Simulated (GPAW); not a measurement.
AlPH4O: property calculation

- system: AlPH4O, SMILES [AlH2][O]P
- method: PBE/real-space grid, scalar-relativistic datasets (GPAW 26.7.0)

The geometry comes from this level: GFN2-xTB.

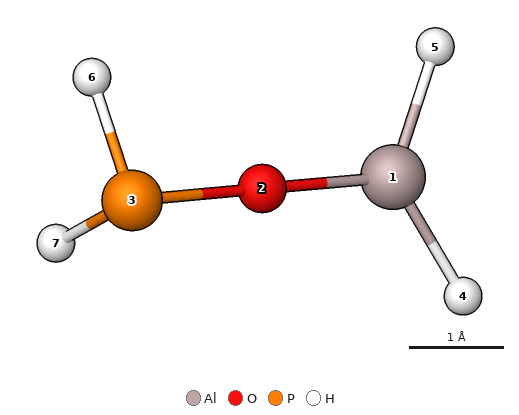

*The structure (ball-and-stick view, seen at a tilt; atoms are numbered from 1 in the order of the input). Sticks mark near contacts.*

Bond lengths as drawn: Al–H 1.53 Å, Al–O 1.66 Å, H–P 1.41 Å and O–P 1.67 Å.

Summary:

```json
{"quantity": "outcome", "value": "converged"}
{"quantity": "energy relative to the program's reference atoms", "value": "−29.6532 eV"}
{"quantity": "largest force", "value": "1.438 eV/Å"}
{"quantity": "HOMO", "value": "−5.97 eV"}
{"quantity": "LUMO", "value": "−1.87 eV"}
{"quantity": "dipole moment", "value": "0.51 D"}
{"quantity": "hardware", "value": "1 thread of Arm Neoverse V1, 24 GiB of memory available, shared host"}
{"quantity": "wall time", "value": "19 s"}
{"quantity": "peak memory", "value": "0.63 GiB"}
```

Input (run.py):
```python
import numpy as np
from ase import Atoms
from ase.units import Bohr, Debye
from gpaw import GPAW

# Geometry
positions_bohr = np.array(
              [[ -2.334039,   0.632794,  -1.577335],
               [  0.491593,  -0.007275,  -0.351546],
               [  3.338201,  -0.637934,   0.843593],
               [ -3.366018,  -1.057434,  -3.680336],
               [ -3.807004,   2.866223,  -0.476173],
               [  3.101362,   0.946432,   2.961012],
               [  2.575905,  -2.742824,   2.280786]])
molecule = Atoms('AlOPHHHH', positions=positions_bohr * Bohr)
molecule.center(vacuum=4.5)

# Ground state
gpaw_calc = GPAW(mode='fd', h=0.2, xc='PBE', maxiter=100, txt='-')
molecule.calc = gpaw_calc

energy = molecule.get_potential_energy()
print(f'Energy: {energy:.5f} eV')
forces = molecule.get_forces()
print('Forces (eV/Ang)')
for symbol, f in zip(molecule.symbols, forces):
    print(f'{symbol:2} {f[0]:9.4f} {f[1]:9.4f} {f[2]:9.4f}')
dipole = molecule.get_dipole_moment() / Debye
print(f'Dipole                  {np.linalg.norm(dipole):.3f} D')
homo, lumo = gpaw_calc.get_homo_lumo()
print(f'HOMO                    {homo:.3f} eV')
print(f'LUMO: {lumo:.3f} eV')
print(f'Gap                     {lumo - homo:.3f} eV')
```

Command:
```bash
python3 -u run.py | tee run.out
```

Log:
```
__  _  _
 | _ |_)|_||  |
 |__||  | ||/\| - 26.7.0

units:  Angstrom and eV
cores:  1
OpenMP: False

Versions:
  Python: 3.12.14
  ASE:    3.29.0
  Numpy:  2.5.5
  Scipy:  1.18.1
  Libxc:  7.0.0

        _gpaw.cpython-312-aarch64-linux-gnu.so

Input parameters:
  mode=FD(),
  h=0.2,
  maxiter=100,
  xc=XC(name='PBE')

Diagonalizing LCAO Hamiltonian
Converting LCAO to fd mode
        .------------------------------.
       /|                              |
      / |                              |
     /  |                              |
    /   |                              |
   /    |                              |
  /     |                              |
 *      |                              |
 |      |                              |
 |      |                H             |
 |      |       H      HP              |
 |      |            O                 |
 |      |        Al                    |
 |      |       H                      |
 |      |                              |
 |      .------------------------------.
 |     /                              /
 |    /                              /
 |   /                              /
 |  /                              /
 | /                              /
 |/                              /
 *------------------------------*

Atoms  # Å, Bohr magnetons
|   | symbol |        x |        y |        z |    initial magnetic moments |
|---|--------|----------|----------|----------|-----------------------------|
| 0 |     Al | 5.279460 | 6.286300 | 5.612860 | ( 0.0000,  0.0000,  0.0000) |
| 1 |      O | 6.774720 | 5.947590 | 6.261520 | ( 0.0000,  0.0000,  0.0000) |
| 2 |      P | 8.281080 | 5.613860 | 6.893960 | ( 0.0000,  0.0000,  0.0000) |
| 3 |      H | 4.733360 | 5.391870 | 4.500000 | ( 0.0000,  0.0000,  0.0000) |
| 4 |      H | 4.500000 | 7.468180 | 6.195570 | ( 0.0000,  0.0000,  0.0000) |
| 5 |      H | 8.155750 | 6.452270 | 8.014450 | ( 0.0000,  0.0000,  0.0000) |
| 6 |      H | 7.877690 | 4.500000 | 7.654490 | ( 0.0000,  0.0000,  0.0000) |

Unit cell  # Å
| periodic |         x |         y |         z |   lengths |    angles |
|----------|-----------|-----------|-----------|-----------|-----------|
|       no | 12.781080 |  0.000000 |  0.000000 | 12.781080 | 90.000000 |
|       no |  0.000000 | 11.968180 |  0.000000 | 11.968180 | 90.000000 |
|       no |  0.000000 |  0.000000 | 12.514450 | 12.514450 | 90.000000 |

Number of symmetries: 1
Symmetry operations  # r_c * U_cc + t_c -> r_c
|   | kind |            matrix            |
|---|------|------------------------------|
| 0 |  E   |  1, 0, 0,  0, 1, 0,  0, 0, 1 |

BZ-sampling:
  Number of BZ points: 1
  Number of IBZ points: 1

  Monkhorst-Pack size: [1, 1, 1]
  Monkhorst-Pack shift: [0, 0, 0]

K-points  # in reciprocal-cell coordinates
|   |                                coordinates |     weight |
|---|--------------------------------------------|------------|
| 0 | (  0.00000000,   0.00000000,   0.00000000) | 1.00000000 |

Uniform wave function grid shape: (np.int64(63), np.int64(59), np.int64(63))
Spin-components: 1 (collinear spins)
Bands:           15
Projectors:      27
Spin-degeneracy: 2
Datatype:        float64

  Storage: CPU
  Wave functions: 28_100_520 bytes (28_100_520 per core)

Parallelization:
  kpt:    1
  domain: 1
  band:   1

Density:
  Valence electrons: 18.0
  Components: 1
  Grid points: [64 60 64]
  Charge: 0.0  # |e|

Potential:
  Grid points: [64 60 64]

species:
  Al:
    name:    Aluminium
    Z:       13.0
    valence: 3
    core:    10
    charge:  0.0  # [|e|]
    file:    Al.PBE.gz
    compensation charges:
      type: gauss
      rc: 0.34  # [Å]
      lmax: 2
    cutoffs:
      filter: 1.91  # [Å]
      core: 2.36  # [Å]
    projectors
    | kind |    occ | energy [eV] | rcut [Å] |
    |------|--------|-------------|----------|
    |   3s |  2.000 |      -7.753 |    1.085 |
    |   3p |  1.000 |      -2.712 |    1.085 |
    |    s |        |      19.459 |    1.085 |
    |    p |        |      24.499 |    1.085 |
    |    d |        |       0.000 |    1.085 |

    Using partial waves for Al as LCAO basis

  O:
    name:    Oxygen
    Z:       8.0
    valence: 6
    core:    2
    charge:  0.0  # [|e|]
    file:    O.PBE.gz
    compensation charges:
      type: gauss
      rc: 0.21  # [Å]
      lmax: 2
    cutoffs:
      filter: 1.17  # [Å]
      core: 0.83  # [Å]
    projectors
    | kind |    occ | energy [eV] | rcut [Å] |
    |------|--------|-------------|----------|
    |   2s |  2.000 |     -23.961 |    0.688 |
    |   2p |  4.000 |      -9.029 |    0.598 |
    |    s |        |       3.251 |    0.688 |
    |    p |        |      18.182 |    0.598 |
    |    d |        |       0.000 |    0.619 |

    Using partial waves for O as LCAO basis

  P:
    name:    Phosphorus
    Z:       15.0
    valence: 5
    core:    10
    charge:  0.0  # [|e|]
    file:    P.PBE.gz
    compensation charges:
      type: gauss
      rc: 0.30  # [Å]
      lmax: 2
    cutoffs:
      filter: 1.69  # [Å]
      core: 1.81  # [Å]
    projectors
    | kind |    occ | energy [eV] | rcut [Å] |
    |------|--------|-------------|----------|
    |   3s |  2.000 |     -13.968 |    0.953 |
    |   3p |  3.000 |      -5.506 |    0.953 |
    |    s |        |      13.244 |    0.953 |
    |    p |        |      21.705 |    0.953 |
    |    d |        |       0.000 |    0.953 |

    Using partial waves for P as LCAO basis

  H:
    name:    Hydrogen
    Z:       1.0
    valence: 1
    core:    0
    charge:  0.0  # [|e|]
    file:    H.PBE.gz
    compensation charges:
      type: gauss
      rc: 0.15  # [Å]
      lmax: 2
    cutoffs:
      filter: 0.85  # [Å]
      core: 0.53  # [Å]
    projectors
    | kind |    occ | energy [eV] | rcut [Å] |
    |------|--------|-------------|----------|
    |   1s |  1.000 |      -6.494 |    0.476 |
    |    s |        |      20.717 |    0.476 |
    |    p |        |       0.000 |    0.476 |

    Using partial waves for H as LCAO basis

Reference energy: -17997.149874  # eV

eigensolver:
  PPCG
  Converge bands: occupied
  niter=2

density mixing:
  MSR1-Mixer
  Pratt-step length: 0.05
  Maximum mixing coefficient: 0.75
  Old densities: 10
  SVD Regularization: 0.005
  Good broyden scale: 1.0
  Trust region scale: 1.0
  Backstep threshold: 4.0
  History deletion threshold: 6.0
  Fourier metric: weight=20.0, sigma=0.015

occupation numbers:
  # Zero width

FastPoissonSolver using
    Stencil: 6*3+1=19 point O(h^6) finite-difference Laplacian
    FFT axes: []
    FST axes: [np.int64(1), np.int64(0), np.int64(2)]

xc functional:
  name: PBE with 2 nearest neighbor stencil
interpolation: tri-quintic # 5. degree polynomial

Initialization done in: 1.690 s

convergence criteria:
- Maximum [total energy] change in last 3 cyles: 0.0005 eV / valence electron
- Maximum integral of absolute [dens]ity change: 0.0001 electrons / valence electron
- Maximum integral of absolute [eigenst]ate change: 4e-08 eV^2 / valence electron
maximum number of iterations: 100

SCF iterations
|iter     |     time |      energy | eigst |  dens |
|---------|----------|-------------|-------|-------|
|iter:   1| 00:00:03 |  -32.997910 | +1.04 |       |
|iter:   2| 00:00:04 |  -32.388548 | -0.01 | -0.57 |
|iter:   3| 00:00:05 |  -29.716633 | +0.32 | -0.60 |
|iter:   4| 00:00:06 |  -29.659166 | -0.21 | -1.15 |
|iter:   5| 00:00:08 |  -29.650402 | -1.04 | -1.59 |
|iter:   6| 00:00:09 |  -29.652895c| -1.82 | -2.02 |
|iter:   7| 00:00:10 |  -29.653199c| -2.81 | -2.58 |
|iter:   8| 00:00:11 |  -29.653221c| -3.62 | -3.19 |
|iter:   9| 00:00:13 |  -29.653225c| -4.41 | -3.69 |
|iter:  10| 00:00:14 |  -29.653226c| -5.18 | -4.33c|
|iter:  11| 00:00:15 |  -29.653226c| -5.90 | -4.64c|
|iter:  12| 00:00:16 |  -29.653226c| -6.66 | -5.31c|
|iter:  13| 00:00:17 |  -29.653226c| -7.32 | -5.48c|
|iter:  14| 00:00:18 |  -29.653226c| -7.69c| -5.99c|

Converged in 14 steps
SCF loop duration: 16.078 s (1.148 s/step)
Energy contributions relative to reference atoms: (reference = -17997.149874)

Energy contributions:
  Kinetic:          39.780672
  Coulomb:         -40.404867
  Zero:              0.559689
  External:          0.000000
  Xc:              -29.588721
  Entropy:           0.000000
  Spinorbit:         0.000000
  ----------------------------
  Free energy:     -29.653226
  Extrapolated:    -29.653226

dipole moment: (-0.058231, -0.011010, 0.087237)  # |e|*Ang

Fermi level: -3.920
Eigenvalues  # (at kpt = [0.000, 0.000, 0.000])
| band index |      eig [eV] | occ [0-2] |
|------------|---------------|-----------|
|          0 |       -24.354 |     2.000 |
|          1 |       -15.793 |     2.000 |
|          2 |       -11.688 |     2.000 |
|          3 |       -10.142 |     2.000 |
|          4 |        -9.309 |     2.000 |
|          5 |        -8.936 |     2.000 |
|          6 |        -7.843 |     2.000 |
|          7 |        -6.952 |     2.000 |
|          8 |        -5.972 |     2.000 |
|          9 |        -1.868 |     0.000 |
|         10 |        -1.521 |     0.000 |
|         11 |        -0.310 |     0.000 |
|         12 |        -0.159 |     0.000 |
|         13 |         0.320 |     0.000 |
|         14 |         0.459 |     0.000 |

Gap: 4.105 eV
Transition (v -> c):
  (s=0, k=0, n=8, [0.00, 0.00, 0.00]) -> (s=0, k=0, n=9, [0.00, 0.00, 0.00])
No difference between direct/indirect transitions
vacuum-level: 0.000  # V
Energy: -29.65323 eV

Forces  # eV/Ang
|        x |        y |        z |
|----------|----------|----------|
| -0.24914 |  0.08010 | -0.05963 |  # Al   0
|  1.36818 | -0.31965 |  0.30687 |  # O    1
| -0.67661 |  0.26236 | -0.97199 |  # P    2
| -0.27624 | -0.55623 | -0.66979 |  # H    3
| -0.41087 |  0.70603 |  0.33524 |  # H    4
|  0.17661 |  0.38814 |  0.67756 |  # H    5
|  0.04197 | -0.57677 |  0.40606 |  # H    6

Force computation time: 0.073  # s
Forces (eV/Ang)
Al   -0.2491    0.0801   -0.0596
O     1.3682   -0.3196    0.3069
P    -0.6766    0.2624   -0.9720
H    -0.2762   -0.5562   -0.6698
H    -0.4109    0.7060    0.3352
H     0.1766    0.3881    0.6776
H     0.0420   -0.5768    0.4061
Dipole                  0.507 D
HOMO                    -5.972 eV
LUMO: -1.868 eV
Gap                     4.105 eV
```

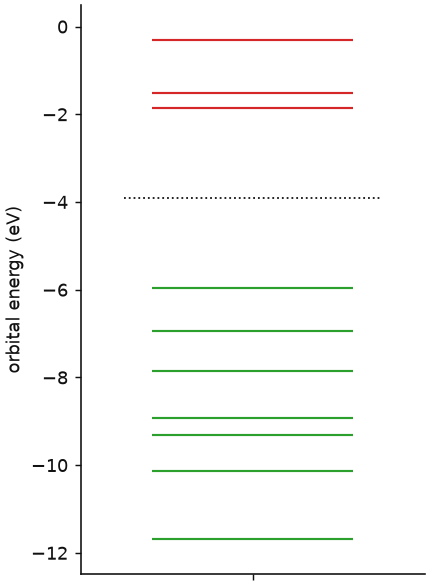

*Orbital energies near the frontier; the dotted line parts filled from empty levels, and levels within 0.02 eV of each other stand side by side.*

Highest filled −5.97 eV, lowest empty −1.87 eV, 4.10 eV apart.
